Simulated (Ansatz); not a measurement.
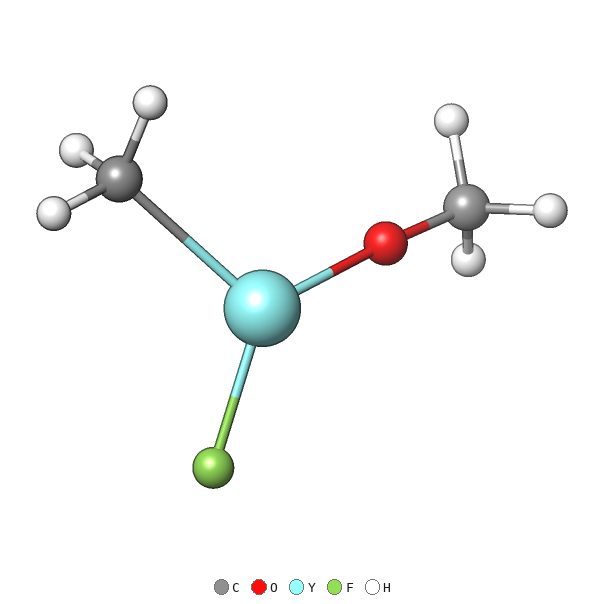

A ball-and-stick model of a molecule. Every bond is drawn as one stick, whatever its order.

The species is neutral and a spin singlet. The geometry was computed by an optimisation with PBE0-D4/def2-TZVP.

Which formula does it have?

C₂H₆FOY, 11 atoms: 2 carbon, 6 hydrogen, 1 fluorine, 1 oxygen and 1 yttrium.

How many bonds of each kind are drawn?

6 C–H, 1 C–O, 1 O–Y, 1 C–Y, 1 F–Y.

Give a SMILES string for it.

C[O][Y]([CH3])[F]

More results for the same structure follow; atom numbers are the same in all pictures, views and colours differ.

## Geometry

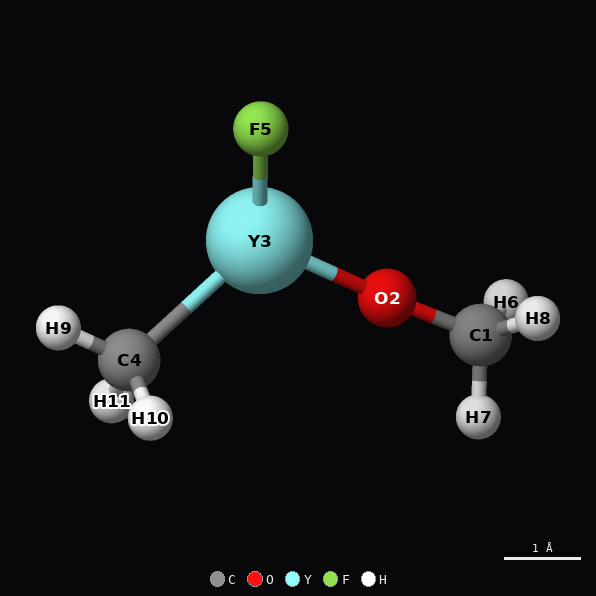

Describe the coordination of atom 1.

C1 has 4 neighbours (O2 at 1.39, H6 at 1.10, H7 at 1.10, H8 at 1.10 Å); the arrangement is tetrahedral.

Describe the coordination of atom 2.

O2 has 2 neighbours (C1 at 1.39, Y3 at 2.01 Å); the arrangement is linear.

How are the neighbours of atom 4 arranged?

C4 has 4 neighbours (Y3 at 2.37, H9 at 1.10, H10 at 1.10, H11 at 1.10 Å); the arrangement is tetrahedral.

## Vibrations

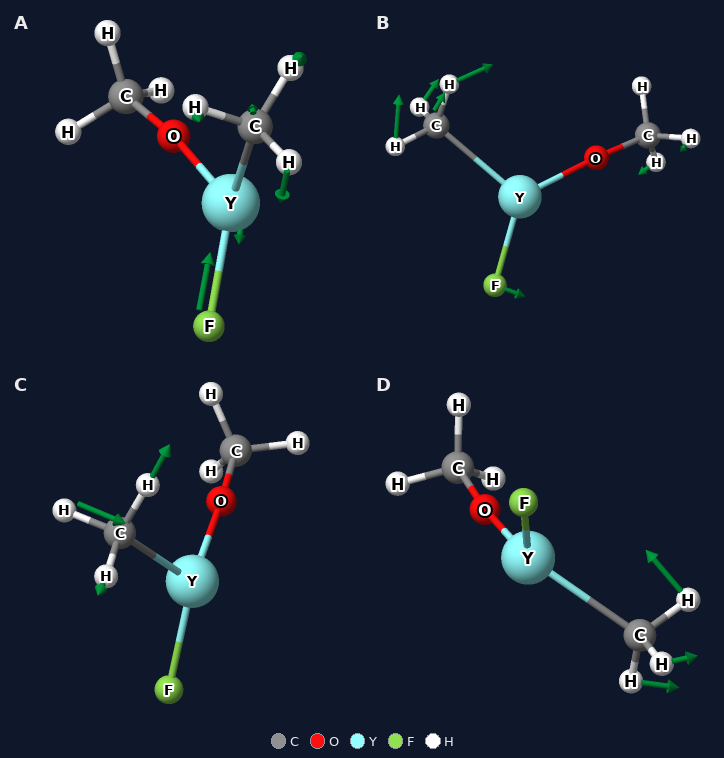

4 normal modes of one molecule or complex, as arrows. Harmonic vibrations computed with RKS PBE0-D4/def2-TZVP, core potentials on Y (Ansatz 0.2.0) at a stationary point of the same level.

Match the panels to the wavenumbers 118 cm⁻¹, 379 cm⁻¹, 576 cm⁻¹, 3065 cm⁻¹.

A: 576 cm⁻¹
B: 118 cm⁻¹, angle bending
C: 3065 cm⁻¹, out-of-phase stretching of 2 C–H bonds
D: 379 cm⁻¹, H–C–Y bending

## Levels of theory compared

Program: Ansatz 0.2.0.

At this fixed geometry, give dipole (D), HOMO energy (eV) at these levels: B3LYP-D4/def2-TZVPP; PBE-D4/def2-TZVPP; r2SCAN-D4/def2-TZVPP; ωB97M-V/def2-TZVPP.

| level | dipole (D) | HOMO energy (eV) |
| --- | --- | --- |
| B3LYP-D4/def2-TZVPP | 2.99 | −6.31 |
| PBE-D4/def2-TZVPP | 2.87 | −5.28 |
| r2SCAN-D4/def2-TZVPP | 2.97 | −5.48 |
| ωB97M-V/def2-TZVPP | 3.03 | −8.81 |

## Charges

The questions are on Mulliken charges. Method: RKS PBE0-D4/def2-TZVP, core potentials on Y (Ansatz 0.2.0).

List the Mulliken charges.

| atom | value (e) |
| --- | --- |
| C1 | −0.20 |
| O2 | −0.59 |
| Y3 | 1.46 |
| C4 | −0.89 |
| F5 | −0.53 |
| H6 | 0.11 |
| H7 | 0.12 |
| H8 | 0.11 |
| H9 | 0.14 |
| H10 | 0.13 |
| H11 | 0.13 |

Mulliken values depend strongly on the basis set and can even reverse the polarity of a bond.
